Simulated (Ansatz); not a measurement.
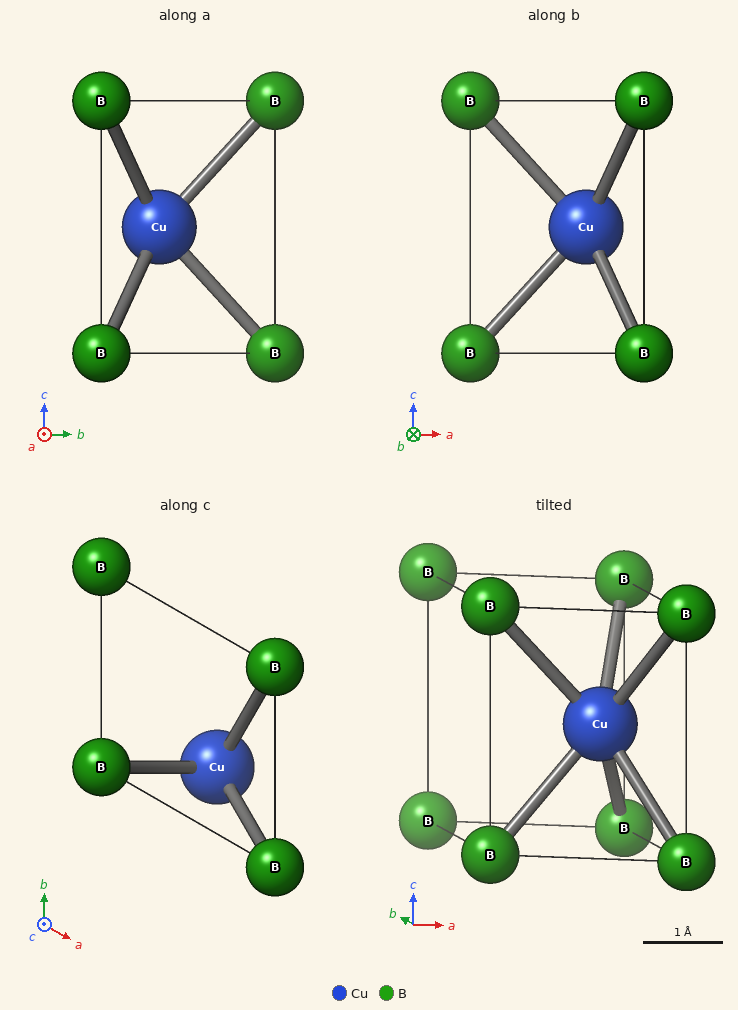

This ball-and-stick model is shown along the a axis, along the b axis, along the c axis and slightly off an axis. The frame is the conventional unit cell; atoms at its boundary are shown with their periodic copies.

Lattice parameters: a = 2.556 Å, b = 2.556 Å, c = 3.222 Å, α = 90.00°, β = 90.00°, γ = 120.00°.

Write down what is shown as a table of Wyckoff sites.

Answer. Space group P-6m2 (No. 187).
```json
{"atom": "Cu", "site": "1f", "x": "0.6667", "y": "0.3333", "z": "0.5000"}
{"atom": "B", "site": "1a", "x": "0.0000", "y": "0.0000", "z": "0.0000"}
```

Origin of the cell: a structure type filled with these elements by a generator (whether the compound takes this form wasn't checked). This is the structure after a relaxation with Ansatz 0.2.0, DFT PBE, scalar-relativistic, plane waves, PAW.
